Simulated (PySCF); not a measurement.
# C₃H₁₃NSi₂: electronic excitations at several levels of theory, part 2 of 2

PySCF 2.14.0. Atoms count from 0.

## 5. Excited states and response: LC-wPBE/def2-SVPD

What the job is given:

```
{"job": {"kind": "uv", "xc": "LC-wPBE", "basis": "def2-SVPD", "ip": true}, "charge": 0, "multiplicity": 1}
C     -1.786975     1.201435     0.490121
N     -1.275619    -0.115910     0.213126
C     -2.299834    -1.112870     0.033251
Si     0.323338    -0.349524    -0.430305
C      1.584467     0.656149     0.532530
Si     3.375342     0.206161     0.171763
H     -2.394559     1.616281    -0.341098
H     -0.966820     1.908513     0.686398
H     -2.430805     1.192272     1.389627
H     -2.953193    -0.913973    -0.841657
H     -1.851861    -2.108567    -0.105320
H     -2.955689    -1.165555     0.922591
H      0.607170    -1.813511    -0.316945
H      0.472484     0.024487    -1.881268
H      1.453936     1.728210     0.305259
H      1.396123     0.521552     1.611565
H      3.669601     0.353020    -1.287562
H      3.649332    -1.210609     0.564011
H      4.312133     1.093111     0.929252
```

Method: TDDFT LC-wPBE/def2-SVPD, vertical, gas phase, core orbitals frozen in the response.

The log of the run:

```text
coarse grid: 15632 points
cycle   1  E = -755.1532128699  dE =  2.948e-01  |g| = 3.296e-01  |ddm| = 5.172e+00
cycle   2  E = -755.1780041218  dE = -2.479e-02  |g| = 2.123e-01  |ddm| = 7.921e-01
cycle   3  E = -755.1872954159  dE = -9.291e-03  |g| = 6.280e-02  |ddm| = 3.068e-01
cycle   4  E = -755.1882895351  dE = -9.941e-04  |g| = 1.470e-02  |ddm| = 1.354e-01
cycle   5  E = -755.1883465915  dE = -5.706e-05  |g| = 3.964e-03  |ddm| = 3.981e-02
cycle   6  E = -755.1883517335  dE = -5.142e-06  |g| = 8.517e-04  |ddm| = 1.204e-02
final grid: 138304 points
cycle   7  E = -755.3115560203  dE = -3.015e-05  |g| = 4.718e-03  |ddm| = 6.939e-02
cycle   8  E = -755.3115582408  dE = -2.220e-06  |g| = 3.790e-03  |ddm| = 1.379e-02
cycle   9  E = -755.3115616343  dE = -3.394e-06  |g| = 4.436e-04  |ddm| = 4.423e-03
cycle  10  E = -755.3115616806  dE = -4.633e-08  |g| = 2.144e-04  |ddm| = 1.081e-03
cycle  11  E = -755.3115616949  dE = -1.423e-08  |g| = 3.693e-05  |ddm| = 5.680e-04
cycle  12  E = -755.3115617060  dE = -1.108e-08  |g| = 1.233e-05  |ddm| = 1.417e-04
cycle  13  E = -755.3115616958  dE =  1.013e-08  |g| = 4.618e-06  |ddm| = 3.846e-05
cycle  14  E = -755.3115617061  dE = -1.022e-08  |g| = 9.051e-07  |ddm| = 1.322e-05
cycle  15  E = -755.3115617061  dE = -9.095e-13  |g| = 2.431e-07  |ddm| = 4.786e-06
converged SCF energy = -755.3115617061

Static polarisability (au): isotropic 98.984, principal 85.181 92.769 119.003

Singlet excitations
state   eV       nm        f      main configurations
  1   6.4547    192.1   0.00996   H->L+1 0.61, H->L 0.19
  2   7.0005    177.1   0.02862   H->L 0.33, H->L+2 0.28, H->L+7 0.20
  3   7.2518    171.0   0.03567   H->L+3 0.59, H->L 0.14
  4   7.8567    157.8   0.02918   H->L+4 0.34, H->L+3 0.12, H->L+8 0.09
  5   8.0540    153.9   0.05175   H->L+4 0.22, H->L+9 0.15, H->L+6 0.13
  6   8.2388    150.5   0.00702   H->L+5 0.40, H->L+7 0.26, H->L+9 0.10
  7   8.4252    147.2   0.00263   H->L+11 0.21, H->L+9 0.20, H->L+7 0.20
  8   8.5907    144.3   0.08127   H->L+10 0.21, H->L+12 0.14, H->L+4 0.12
  9   8.7083    142.4   0.00689   H-1->L 0.32, H->L+11 0.22, H-1->L+2 0.11
 10   8.7949    141.0   0.09684   H-1->L+3 0.20, H->L+11 0.11, H-1->L 0.10

Triplet excitations (Tamm-Dancoff, eV): 6.2144 6.7221 6.9253 7.4779
Vertical ionisation energy (delta-SCF) = 8.3702 eV
```

It took 2.2 min on 1 thread, shared host.

This run: HOMO -8.99 eV, LUMO 2.14 eV; lowest singlet 6.45 eV.

## 6. TDDFT and polarisability: PBE0/6-31G*

Same as in step 5 but for these lines:

```diff
@@ -1,2 +1,2 @@
-{"job": {"kind": "uv", "xc": "LC-wPBE", "basis": "def2-SVPD", "ip": true}, "charge": 0, "multiplicity": 1}
+{"job": {"kind": "uv", "xc": "PBE0", "basis": "6-31G*"}, "charge": 0, "multiplicity": 1}
 C     -1.786975     1.201435     0.490121
```

Method: TDDFT PBE0/6-31G*, vertical, gas phase, core orbitals frozen in the response.

The log of the run:

```text
coarse grid: 15632 points
cycle   1  E = -755.4034952401  dE =  1.521e-01  |g| = 4.271e-01  |ddm| = 3.599e+00
cycle   2  E = -755.3788160499  dE =  2.468e-02  |g| = 5.275e-01  |ddm| = 9.564e-01
cycle   3  E = -755.4498209126  dE = -7.100e-02  |g| = 6.040e-02  |ddm| = 5.856e-01
cycle   4  E = -755.4504622678  dE = -6.414e-04  |g| = 2.846e-02  |ddm| = 7.278e-02
cycle   5  E = -755.4506428316  dE = -1.806e-04  |g| = 4.830e-03  |ddm| = 2.735e-02
cycle   6  E = -755.4506488757  dE = -6.044e-06  |g| = 1.634e-03  |ddm| = 6.768e-03
final grid: 138304 points
cycle   7  E = -755.3830398210  dE = -1.703e-05  |g| = 7.780e-03  |ddm| = 1.802e-02
cycle   8  E = -755.3830304210  dE =  9.400e-06  |g| = 9.885e-03  |ddm| = 1.667e-02
cycle   9  E = -755.3830558991  dE = -2.548e-05  |g| = 7.354e-04  |ddm| = 9.647e-03
cycle  10  E = -755.3830560136  dE = -1.145e-07  |g| = 1.731e-04  |ddm| = 7.269e-04
cycle  11  E = -755.3830560194  dE = -5.858e-09  |g| = 4.784e-05  |ddm| = 1.738e-04
cycle  12  E = -755.3830560200  dE = -5.509e-10  |g| = 2.054e-05  |ddm| = 6.877e-05
converged SCF energy = -755.3830560200

Static polarisability (au): isotropic 84.187, principal 71.501 77.859 103.202

Singlet excitations
state   eV       nm        f      main configurations
  1   5.9617    208.0   0.00348   H->L+1 0.92
  2   6.2014    199.9   0.03395   H->L 0.89
  3   7.3059    169.7   0.01272   H->L+3 0.90
  4   7.3867    167.8   0.03843   H->L+2 0.80, H->L+4 0.12
  5   7.7052    160.9   0.01007   H->L+4 0.78, H->L+2 0.16
  6   7.9841    155.3   0.01618   H->L+5 0.89
  7   8.4087    147.4   0.01594   H->L+6 0.76, H->L+7 0.09
  8   8.4473    146.8   0.15087   H-1->L 0.92
  9   8.6044    144.1   0.01178   H-1->L+1 0.65, H->L+7 0.22
 10   8.6605    143.2   0.05787   H->L+7 0.55, H-1->L+1 0.27, H->L+6 0.09

Triplet excitations (Tamm-Dancoff, eV): 5.6449 6.0437 7.0693 7.2110
```

Run time: 18 s. Hardware: 1 thread, shared host.

In short: HOMO -6.10 eV, LUMO 1.09 eV; lowest singlet 5.96 eV.

## 7. Ultraviolet spectrum: PBE0/def2-SVP

Same as in step 6 but for these lines:

```diff
@@ -1,2 +1,2 @@
-{"job": {"kind": "uv", "xc": "PBE0", "basis": "6-31G*"}, "charge": 0, "multiplicity": 1}
+{"job": {"kind": "uv", "xc": "PBE0", "basis": "def2-SVP"}, "charge": 0, "multiplicity": 1}
 C     -1.786975     1.201435     0.490121
```

Method: TDDFT PBE0/def2-SVP, vertical, gas phase, core orbitals frozen in the response.

The log of the run:

```text
coarse grid: 15632 points
cycle   1  E = -754.9847060826  dE =  1.152e-01  |g| = 3.988e-01  |ddm| = 4.001e+00
cycle   2  E = -754.9644942669  dE =  2.021e-02  |g| = 4.896e-01  |ddm| = 9.632e-01
cycle   3  E = -755.0254009601  dE = -6.091e-02  |g| = 5.882e-02  |ddm| = 5.773e-01
cycle   4  E = -755.0260256024  dE = -6.246e-04  |g| = 2.801e-02  |ddm| = 7.624e-02
cycle   5  E = -755.0261987634  dE = -1.732e-04  |g| = 5.084e-03  |ddm| = 2.784e-02
cycle   6  E = -755.0262055667  dE = -6.803e-06  |g| = 1.545e-03  |ddm| = 7.242e-03
final grid: 138304 points
cycle   7  E = -755.1187331278  dE = -1.983e-05  |g| = 7.242e-03  |ddm| = 2.435e-02
cycle   8  E = -755.1187243808  dE =  8.747e-06  |g| = 9.264e-03  |ddm| = 1.669e-02
cycle   9  E = -755.1187470266  dE = -2.265e-05  |g| = 7.084e-04  |ddm| = 9.798e-03
cycle  10  E = -755.1187471335  dE = -1.069e-07  |g| = 1.533e-04  |ddm| = 6.974e-04
cycle  11  E = -755.1187471382  dE = -4.643e-09  |g| = 4.799e-05  |ddm| = 1.721e-04
cycle  12  E = -755.1187471387  dE = -5.780e-10  |g| = 1.686e-05  |ddm| = 6.790e-05
converged SCF energy = -755.1187471387

Static polarisability (au): isotropic 90.044, principal 77.640 83.994 108.497

Singlet excitations
state   eV       nm        f      main configurations
  1   5.9974    206.7   0.00222   H->L+1 0.80, H->L 0.16
  2   6.2147    199.5   0.02822   H->L 0.79, H->L+1 0.16
  3   6.8819    180.2   0.05020   H->L+2 0.86
  4   7.3528    168.6   0.02932   H->L+3 0.54, H->L+4 0.20, H->L+5 0.13
  5   7.5324    164.6   0.00526   H->L+5 0.36, H->L+3 0.33, H->L+4 0.23
  6   7.7680    159.6   0.00154   H->L+4 0.48, H->L+5 0.44
  7   7.9225    156.5   0.08536   H->L+6 0.87
  8   8.0559    153.9   0.00132   H->L+7 0.81, H->L+8 0.11
  9   8.3736    148.1   0.02148   H->L+8 0.40, H->L+9 0.27, H->L+7 0.16
 10   8.4643    146.5   0.00958   H->L+8 0.28, H->L+9 0.27, H-1->L 0.24

Triplet excitations (Tamm-Dancoff, eV): 5.7097 6.0631 6.6605 7.0872
```

Wall time 26 s (1 thread, shared host).

Key values: HOMO -6.22 eV, LUMO 1.01 eV; lowest singlet 6.00 eV.

## 8. TDDFT and polarisability: PBE0/def2-TZVP

Same as in step 7 but for these lines:

```diff
@@ -1,2 +1,2 @@
-{"job": {"kind": "uv", "xc": "PBE0", "basis": "def2-SVP"}, "charge": 0, "multiplicity": 1}
+{"job": {"kind": "uv", "xc": "PBE0", "basis": "def2-TZVP"}, "charge": 0, "multiplicity": 1}
 C     -1.786975     1.201435     0.490121
```

Method: TDDFT PBE0/def2-TZVP, vertical, gas phase, core orbitals frozen in the response.

The log of the run:

```text
coarse grid: 15632 points
cycle   1  E = -755.4767549265  dE =  1.281e-01  |g| = 4.522e-01  |ddm| = 2.954e+00
cycle   2  E = -755.4478592283  dE =  2.890e-02  |g| = 5.619e-01  |ddm| = 8.216e-01
cycle   3  E = -755.5237838727  dE = -7.592e-02  |g| = 7.737e-02  |ddm| = 5.163e-01
cycle   4  E = -755.5247871621  dE = -1.003e-03  |g| = 3.494e-02  |ddm| = 6.804e-02
cycle   5  E = -755.5250351334  dE = -2.480e-04  |g| = 7.507e-03  |ddm| = 2.577e-02
cycle   6  E = -755.5250481371  dE = -1.300e-05  |g| = 1.845e-03  |ddm| = 6.394e-03
cycle   7  E = -755.5250489374  dE = -8.003e-07  |g| = 4.485e-04  |ddm| = 1.440e-03
final grid: 138304 points
cycle   8  E = -755.5128548432  dE = -5.716e-05  |g| = 8.159e-03  |ddm| = 4.924e-02
cycle   9  E = -755.5128451724  dE =  9.671e-06  |g| = 1.022e-02  |ddm| = 1.340e-02
cycle  10  E = -755.5128704671  dE = -2.529e-05  |g| = 1.129e-03  |ddm| = 7.850e-03
cycle  11  E = -755.5128707179  dE = -2.508e-07  |g| = 2.887e-04  |ddm| = 8.922e-04
cycle  12  E = -755.5128707339  dE = -1.598e-08  |g| = 6.353e-05  |ddm| = 2.038e-04
cycle  13  E = -755.5128707348  dE = -9.240e-10  |g| = 2.700e-05  |ddm| = 6.803e-05
converged SCF energy = -755.5128707348

Static polarisability (au): isotropic 99.645, principal 85.027 92.512 121.396

Singlet excitations
state   eV       nm        f      main configurations
  1   5.6971    217.6   0.00194   H->L+1 0.94
  2   5.8552    211.8   0.02639   H->L 0.93
  3   6.4312    192.8   0.04771   H->L+2 0.95
  4   6.9944    177.3   0.02012   H->L+3 0.62, H->L+5 0.21
  5   7.1253    174.0   0.00875   H->L+4 0.53, H->L+5 0.21, H->L+3 0.17
  6   7.2173    171.8   0.00544   H->L+5 0.44, H->L+4 0.33, H->L+3 0.13
  7   7.3690    168.3   0.00399   H->L+6 0.80
  8   7.5409    164.4   0.01296   H->L+7 0.77, H->L+9 0.18
  9   7.6990    161.0   0.02039   H->L+8 0.87
 10   7.8096    158.8   0.00486   H->L+9 0.76, H->L+7 0.17

Triplet excitations (Tamm-Dancoff, eV): 5.4516 5.7122 6.2250 6.7615
```

Wall time 83 s (1 thread, shared host).

Key values: HOMO -6.33 eV, LUMO 0.52 eV; lowest singlet 5.70 eV.

## 9. Run by run: electronic excitations

Excitations and ground-state properties, with basis size and wall time:

| run | lowest singlet (eV) | brightest (eV) | f | gap (eV) | α (Å³) | μ (D) | functions | time |
| --- | --- | --- | --- | --- | --- | --- | --- | --- |
| CAM-B3LYP/def2-SVPD | 5.84 | 7.99 | 0.071 | 8.76 | 15.04 | 1.46 | 232 | 1.7 min |
| wB97X-D/def2-SVPD | 6.01 | 8.23 | 0.049 | 10.15 | 15.04 | 1.50 | 232 | 100 s |
| LC-wPBE/def2-SVPD | 6.45 | 8.79 | 0.097 | 11.13 | 14.67 | 1.50 | 232 | 2.2 min |
| PBE0/6-31G* | 5.96 | 8.45 | 0.151 | 7.19 | 12.48 | 1.52 | 118 | 18 s |
| PBE0/def2-SVP | 6.00 | 7.92 | 0.085 | 7.23 | 13.34 | 1.53 | 157 | 26 s |
| PBE0/def2-TZVP | 5.70 | 6.43 | 0.048 | 6.85 | 14.77 | 1.55 | 276 | 83 s |

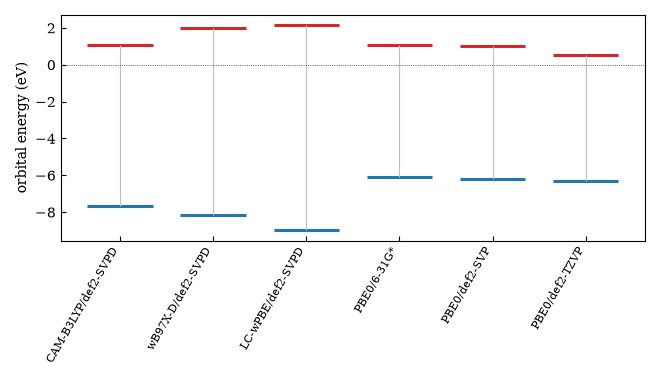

HOMO (blue) and LUMO (red) run by run.

## 10. What came out

What follows sums up all 2 parts.

| quantity | value |
| --- | --- |
| point group | C1 |
| rotational constants (main isotopes) | 5.74, 0.91, 0.83 GHz |
| lowest singlet (CAM-B3LYP/def2-SVPD) | 5.84 eV (212 nm), f = 0.012 |
| brightest single state of those computed | state 10, 7.99 eV, f = 0.071 |
| lowest triplet | 5.69 eV |
| vertical ionisation energy (ΔSCF) | 8.27 eV |
| range of the lowest singlet | 5.70 to 6.45 eV |

What this shows: Single values in the summary come from the first run of each kind that ended normally (CAM-B3LYP/def2-SVPD), which need not be the best level. Over 9 steps the energy fell by 0.108 eV; of the close pairs, Si5–H17 changed most, 1.463 to 1.495 Å. No frequency check was run at this level, so the end point may be a saddle. The first singlet state (HOMO→LUMO+1 0.56, HOMO→LUMO 0.37) lies at 5.84 eV and is weak; of the 10 states computed, the strongest absorption comes from state 10 at 7.99 eV (the last computed, so partners may be missing). The lowest triplet lies 0.15 eV below the lowest singlet (triplets in Tamm-Dancoff, singlets in full TDDFT). At CAM-B3LYP/def2-SVPD, the highest states lie near or above the ionisation energy, where they hang on the basis. The orbital energy would give 7.68 eV for ionisation, ΔSCF gives 8.27 eV. The lowest singlet runs from 5.70 eV (PBE0/def2-TZVP) to 6.45 eV (LC-wPBE/def2-SVPD), while the orbital gap spans 6.85 to 11.13 eV. The lowest state need not be the same one in every run. The runs solved for a few states only, so the brightest column depends on that window.
